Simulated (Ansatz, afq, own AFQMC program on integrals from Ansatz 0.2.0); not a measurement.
**BNH₂ (triplet): AFQMC on the coupled-cluster ladder at distance B1–N2 = 1.507 Å, cc-pVDZ**

Aim: compute BNH₂ (triplet) with auxiliary-field quantum Monte Carlo on the same integrals as coupled cluster, and set the energies side by side.

The runs use Ansatz 0.2.0, Gaussian basis, and an in-house AFQMC program (afq) on its integrals; all values are calculated; cc-pVDZ, frozen cores.

To be run: PBE (unrestricted); r2SCAN (unrestricted); PBE0 (unrestricted); B3LYP (unrestricted); wB97M-V (unrestricted); B2PLYP (unrestricted); CCSD(T) on UHF; CCSDT(Q) on UHF; Phaseless AFQMC, CISD trial on UHF; Phaseless AFQMC, single-determinant trial on UHF; Free-projection AFQMC, CISD trial on UHF.

### 1 The geometry

The geometry derives from a PBE0/def2-TZVP stationary point (not a proven minimum). One bond is set to the value named and the two fragments are kept rigid.

4 atoms, charge 0, spin multiplicity 3.

Atoms are counted from 1 here; the program's logs count them from 0.

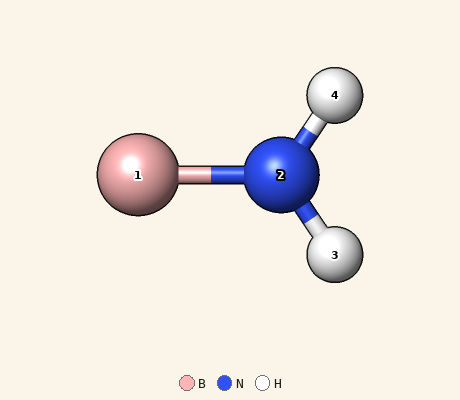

The geometry (boron pink, nitrogen blue, hydrogen white); atoms are numbered from 1 in the order of the file.

### 2 PBE (unrestricted)

The input, in.yaml:

```yaml
crystal:
  periodic: [false, false, false]
  atoms:
    - {symbol: B, position_ang: [0.000000, 0.000000, 0.942171]}
    - {symbol: N, position_ang: [0.000000, 0.000000, -0.564829]}
    - {symbol: H, position_ang: [0.000000, -0.840950, -1.128252]}
    - {symbol: H, position_ang: [0.000000, 0.840950, -1.128252]}
basis:
  gaussian: {orbitals: cc-pVDZ}
magnetization: {spin_polarized: true, initial_magnetization: 2}
hamiltonian: {xc: {name: PBE}}
output: {orbitals: {seedname: orbitals}}
```

Started as:

```sh
ansatz run in.yaml --threads 1 --pin off --events-out ev --progress --plain --max-ram 1382MiB
```

The log of the run:

```text
Functional definition: PBE
  name "PBE"
  cite "Perdew, Burke & Ernzerhof, Phys. Rev. Lett. 77, 3865 (1996) doi:10.1103/PhysRevLett.77.3865"
  parent pbe
  parameter kappa = 0.804
  parameter beta = 0.06672455060314922
  exchange = pbe_x(kappa = kappa, mu = beta*pi^2/3)
  correlation = pbe_c(beta = beta)
468 factors; their error is unknown
mean field evaluation 1: about -2185.7196 eV, gradient 3.9e1 eV
mean field evaluation 2: about -2146.9162 eV, gradient 8.1e1 eV
mean field evaluation 4: about -2191.8209 eV, gradient 4.7e0 eV
mean field evaluation 8: about -2191.9642 eV, gradient 3.7e-2 eV
mean field evaluation 16: about -2191.9428 eV, gradient 6.0e-6 eV
mean field -2191.94283131 eV, -80.5524132984 hartree, gradient 6.0e-6 eV, S^2 2.015049; 3 other end points of the search recorded, 0 dependent functions left out
reference -2191.94286039 eV, -80.5524143671 hartree; 8, 6 occupied and 30, 32 virtual orbitals, 468 factors
Total energy: -2191.94286039 eV, -80.5524143671 hartree
```

It took 2.2 s on 1 thread of Arm Neoverse N1, shared host.

From the report: ⟨S²⟩ of the determinant 2.015 (pure triplet: 2.00).

### 3 r2SCAN (unrestricted)

Edit in.yaml of step 2 so:

```diff
@@ -10,3 +10,2 @@
 magnetization: {spin_polarized: true, initial_magnetization: 2}
-hamiltonian: {xc: {name: PBE}}
-output: {orbitals: {seedname: orbitals}}
+hamiltonian: {xc: {name: r2SCAN}}
```

Same command.

The log of the run:

```text
Functional definition: r2SCAN
  name "r2SCAN"
  cite "Furness, Kaplan, Ning, Perdew & Sun, J. Phys. Chem. Lett. 11, 8208 (2020) doi:10.1021/acs.jpclett.0c02405"
  cite "Furness, Kaplan, Ning, Perdew & Sun, J. Phys. Chem. Lett. 11, 9248 (2020) doi:10.1021/acs.jpclett.0c03077"
  parent r2scan
  parameter k0 = 0.174
  parameter k1 = 0.065
  parameter a1 = 4.9479
  exchange = r2scan_x(k0 = k0, k1 = k1, a1 = a1)
  correlation = r2scan_c
468 factors; their error is unknown
mean field evaluation 1: about -2188.5755 eV, gradient 3.6e1 eV
mean field evaluation 2: about -2165.5411 eV, gradient 7.1e1 eV
mean field evaluation 4: about -2193.7962 eV, gradient 2.6e0 eV
mean field evaluation 8: about -2193.8164 eV, gradient 2.7e-2 eV
mean field -2193.81641873 eV, -80.6212663662 hartree, gradient 1.7e-5 eV, S^2 2.017637; 0 other end points of the search recorded, 0 dependent functions left out
reference -2193.81642785 eV, -80.6212667014 hartree; 8, 6 occupied and 30, 32 virtual orbitals, 468 factors
Total energy: -2193.81642785 eV, -80.6212667014 hartree
```

Run time: 2.2 s. Hardware: 1 thread of Arm Neoverse N1, shared host.

From the report: ⟨S²⟩ of the determinant 2.018 (pure triplet: 2.00).

### 4 PBE0 (unrestricted)

Edit in.yaml of step 3 so:

```diff
@@ -10,2 +10,3 @@
 magnetization: {spin_polarized: true, initial_magnetization: 2}
-hamiltonian: {xc: {name: r2SCAN}}
+hamiltonian: {xc: {name: PBE0}}
+output: {orbitals: {seedname: orbitals}}
```

Launched as before.

The log of the run:

```text
Functional definition: PBE0
  name "PBE0"
  cite "Adamo & Barone, J. Chem. Phys. 110, 6158 (1999) doi:10.1063/1.478522"
  cite "Perdew, Burke & Ernzerhof, Phys. Rev. Lett. 77, 3865 (1996) doi:10.1103/PhysRevLett.77.3865"
  parent pbe
  parameter a = 0.25
  parameter kappa = 0.804
  parameter beta = 0.06672455060314922
  exchange = (1 - a)*pbe_x(kappa = kappa, mu = beta*pi^2/3) + a*exact_x
  correlation = pbe_c(beta = beta)
355 factors; integrals over basis functions are off by at most 1.3e-3 eV
mean field evaluation 1: about -2188.0753 eV, gradient 3.1e1 eV
mean field evaluation 2: about -2178.2496 eV, gradient 5.3e1 eV
mean field evaluation 4: about -2192.2060 eV, gradient 1.3e0 eV
mean field evaluation 8: about -2192.2177 eV, gradient 2.9e-2 eV
mean field evaluation 16: about -2191.4521 eV, gradient 3.2e0 eV
mean field -2192.21768998 eV, -80.5625141683 hartree, gradient 8.5e-6 eV, S^2 2.014372; 1 other end points of the search recorded, 0 dependent functions left out
reference -2192.21771171 eV, -80.5625149668 hartree; 8, 6 occupied and 30, 32 virtual orbitals, 355 factors
Total energy: -2192.21771171 eV, -80.5625149668 hartree
```

It took 1.3 s on 1 thread of Arm Neoverse N1, shared host.

From the report: ⟨S²⟩ of the determinant 2.014 (pure triplet: 2.00).

### 5 B3LYP (unrestricted)

Edit in.yaml of step 4 so:

```diff
@@ -10,3 +10,2 @@
 magnetization: {spin_polarized: true, initial_magnetization: 2}
-hamiltonian: {xc: {name: PBE0}}
-output: {orbitals: {seedname: orbitals}}
+hamiltonian: {xc: {name: B3LYP}}
```

The command is unchanged.

The log of the run (excerpt; [...] marks lines left out):

```text
Functional definition: B3LYP
  name "B3LYP"
  cite "Stephens, Devlin, Chabalowski & Frisch, J. Phys. Chem. 98, 11623 (1994) doi:10.1021/j100096a001"
  cite "Becke, Phys. Rev. A 38, 3098 (1988) doi:10.1103/PhysRevA.38.3098"
  cite "Lee, Yang & Parr, Phys. Rev. B 37, 785 (1988) doi:10.1103/PhysRevB.37.785"
  cite "Vosko, Wilk & Nusair, Can. J. Phys. 58, 1200 (1980) doi:10.1139/p80-159"
[...]
355 factors; integrals over basis functions are off by at most 1.3e-3 eV
[...]
mean field -2194.95983607 eV, -80.6632861785 hartree, gradient 1.4e-5 eV, S^2 2.007780; 1 other end points of the search recorded, 0 dependent functions left out
reference -2194.96001889 eV, -80.6632928969 hartree; 8, 6 occupied and 30, 32 virtual orbitals, 355 factors
Total energy: -2194.96001889 eV, -80.6632928969 hartree
```

It took 1.3 s on 1 thread of Arm Neoverse N1, shared host.

From the report: ⟨S²⟩ of the determinant 2.008 (pure triplet: 2.00).

### 6 wB97M-V (unrestricted)

Edit in.yaml of step 5 so:

```diff
@@ -10,2 +10,3 @@
 magnetization: {spin_polarized: true, initial_magnetization: 2}
-hamiltonian: {xc: {name: B3LYP}}
+hamiltonian: {xc: {name: wB97M-V}}
+output: {orbitals: {seedname: orbitals}}
```

Launched as before.

The log of the run (excerpt; [...] marks lines left out):

```text
Functional definition: wB97M-V
  name "wB97M-V"
  cite "Mardirossian & Head-Gordon, J. Chem. Phys. 144, 214110 (2016) doi:10.1063/1.4952647"
  cite "Becke, J. Chem. Phys. 107, 8554 (1997) doi:10.1063/1.475007"
  cite "Vydrov & Van Voorhis, J. Chem. Phys. 133, 244103 (2010) doi:10.1063/1.3521275"
  # Of w^i u^j: cxij and so on, Table III.
[...]
  gx(w, u) = 1 - cx + cx01*u + cx10*w
  gss(w, u) = css00 + css04*u^4 + css10*w + css20*w^2 + css43*w^4*u^3
  gos(w, u) = cos00 + cos10*w + (cos20 + cos21*u)*w^2 + (cos60 + cos61*u)*w^6
[...]
      + integral(e_c_pw_mod_opposite_spin*gos(b97_w_opposite, b97_u_opposite)) + vv10(b, c)
355 factors; integrals over basis functions are off by at most 1.3e-3 eV
116 factors; integrals over basis functions are off by at most 5.1e-6 eV
[...]
mean field -2193.67437605 eV, -80.6160463938 hartree, gradient 5.4e-5 eV, S^2 2.010964; 1 other end points of the search recorded, 0 dependent functions left out
reference -2193.67440508 eV, -80.6160474609 hartree; 8, 6 occupied and 30, 32 virtual orbitals, 355 factors
Total energy: -2193.67440508 eV, -80.6160474609 hartree
```

It took 4.1 s on 1 thread of Arm Neoverse N1, shared host.

From the report: ⟨S²⟩ of the determinant 2.011 (pure triplet: 2.00).

### 7 B2PLYP (unrestricted)

Edit in.yaml of step 6 so:

```diff
@@ -10,3 +10,3 @@
 magnetization: {spin_polarized: true, initial_magnetization: 2}
-hamiltonian: {xc: {name: wB97M-V}}
-output: {orbitals: {seedname: orbitals}}
+hamiltonian: {xc: {name: B2PLYP}}
+correlation: {electrons: outside_noble_gas}
```

Launched as before.

The log of the run (excerpt; [...] marks lines left out):

```text
Functional definition: B2PLYP
  name "B2PLYP"
  cite "Grimme, J. Chem. Phys. 124, 034108 (2006) doi:10.1063/1.2148954"
  cite "Becke, Phys. Rev. A 38, 3098 (1988) doi:10.1103/PhysRevA.38.3098"
  cite "Lee, Yang & Parr, Phys. Rev. B 37, 785 (1988) doi:10.1103/PhysRevB.37.785"
[...]
355 factors; integrals over basis functions are off by at most 1.3e-3 eV
[...]
mean field -2190.56802261 eV, -80.5018900107 hartree, gradient 5.9e-6 eV, S^2 2.009649; 2 other end points of the search recorded, 0 dependent functions left out
2 core orbitals not correlated: weight in the atoms' cores, before any rotation towards them, 1.000 or more for the frozen orbitals, at most 0.000 for the correlated occupied ones
reference -2190.56813829 eV, -80.5018942619 hartree; 6, 4 occupied and 30, 32 virtual orbitals, 355 factors
second order -7.23784999 eV of doubles, -0.00000000 eV of singles
Total energy: -2192.52235779 eV, -80.5737105039 hartree
```

Wall time 1.5 s (1 thread of Arm Neoverse N1, shared host).

From the report: ⟨S²⟩ of the determinant 2.010 (pure triplet: 2.00).

### 8 CCSD(T) on UHF

Edit in.yaml of step 7 so:

```diff
@@ -10,3 +10,2 @@
 magnetization: {spin_polarized: true, initial_magnetization: 2}
-hamiltonian: {xc: {name: B2PLYP}}
-correlation: {electrons: outside_noble_gas}
+correlation: {method: ccsd_t, electrons: outside_noble_gas, hamiltonian_folder: ham}
```

Same command.

The log of the run (excerpt; [...] marks lines left out):

```text
Functional definition: HF
  name "HF"
  cite "Fock, Z. Phys. 61, 126 (1930) doi:10.1007/BF01340294"
  parent pbe
[...]
355 factors; integrals over basis functions are off by at most 1.3e-3 eV
[...]
mean field -2182.23804579 eV, -80.1957690086 hartree, gradient 6.6e-6 eV, S^2 2.021872; 4 other end points of the search recorded, 0 dependent functions left out
determinant -2182.23804579 eV, -80.1957690086 hartree, with singles and doubles -2188.55658330 eV, -80.4279709793 hartree
determinant -2180.93208579 eV, -80.1477758639 hartree, with singles and doubles -2187.05310345 eV, -80.3727191138 hartree
determinant -2179.10509607 eV, -80.0806352301 hartree, with singles and doubles -2185.32053186 eV, -80.3090482823 hartree
2 core orbitals not correlated: weight in the atoms' cores, before any rotation towards them, 1.000 or more for the frozen orbitals, at most 0.000 for the correlated occupied ones
reference -2182.23804579 eV, -80.1957690086 hartree; 6, 4 occupied and 30, 32 virtual orbitals, 355 factors
second order -5.81550460 eV of doubles, -0.00000000 eV of singles
cycle   1  -6.31888264 eV  change   -3.5e-4 eV  update   1.2e-3
[...]
cycle   7  -6.31959301 eV  change    9.5e-6 eV  update   4.1e-6
perturbative correction -0.19051745 eV, -0.0070013871 hartree
Total energy: -2188.74815624 eV, -80.4350111551 hartree
```

Wall time 1.9 s (1 thread of Arm Neoverse N1, shared host).

From the report: ⟨S²⟩ of the determinant 2.022 (pure triplet: 2.00); correlation -6.5101 eV; T1 0.021; largest double amplitude 0.06.

This run also writes the integrals to the folder ham.

[end of part 1 of 2]
